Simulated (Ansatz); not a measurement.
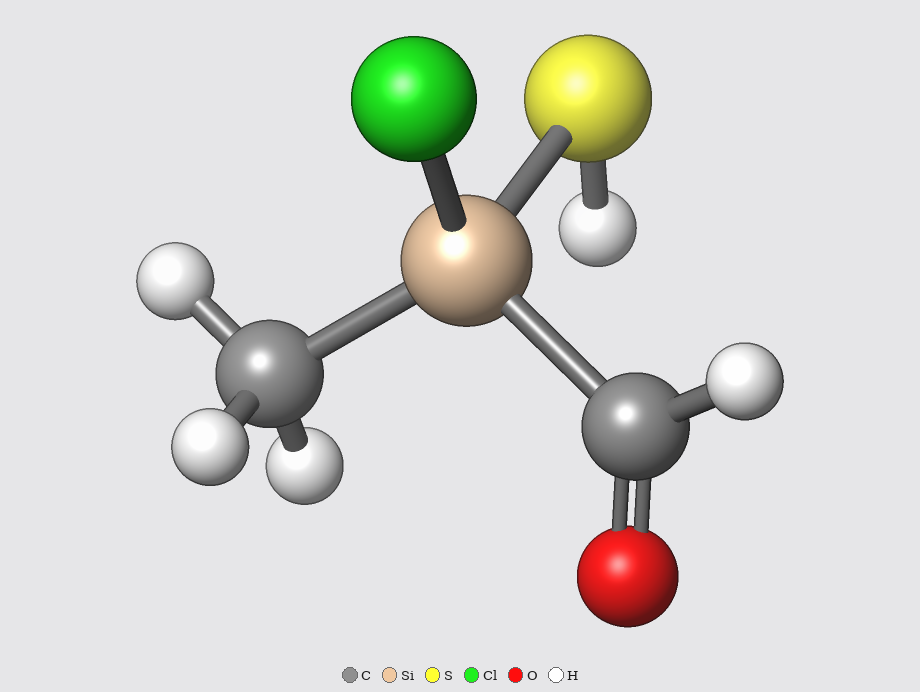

Computed geometry: PBE0-D4/def2-TZVP optimisation. No frequency run is at hand to confirm it as a minimum. Level of theory: RKS PBE0-D4/def2-TZVPP (Ansatz 0.2.0).

Q: Estimate the dispersion correction.

A: −28.2 kJ/mol.

Q: Give the LUMO energy (Kohn–Sham orbital) at this level.

A: −1.86 eV.

Q: Give the HOMO energy (Kohn–Sham orbital) at this level.

A: −7.08 eV.
